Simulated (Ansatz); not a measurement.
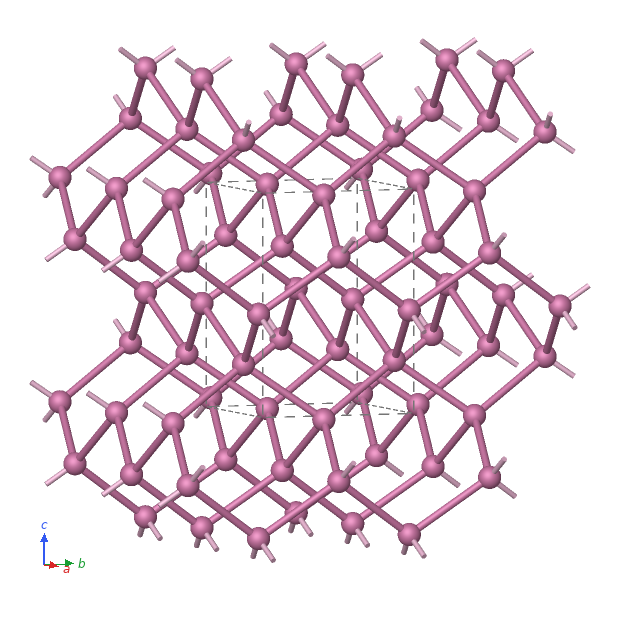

The picture shows a finite piece of the underlying net of a crystal structure, nodes on the atoms' positions. Nodes are coloured by topological kind. Short stubs are edges that leave the cut-out.

Q: Describe the net.

A: A uninodal 4-connected, three-periodic net. It is the dia net, known from diamond, zinc blende and cristobalite.

Q: Give point symbol and coordination sequence.

A: 6^6, sequence 4, 12, 24, 42, 64, 92.

Where the net comes from. SiO₂ (space group P4_12_12, No. 92). Coordinates: the end point of a relaxation with DFT, PBE, plane waves, PAW in Ansatz. Bonds are taken as O–Si below 1.8 Å; no other contact counts. Atoms with one bond or none are removed and atoms with two bonds are replaced by edges, until no such atom is left. Si is a 4-connected node. O becomes part of the edges.
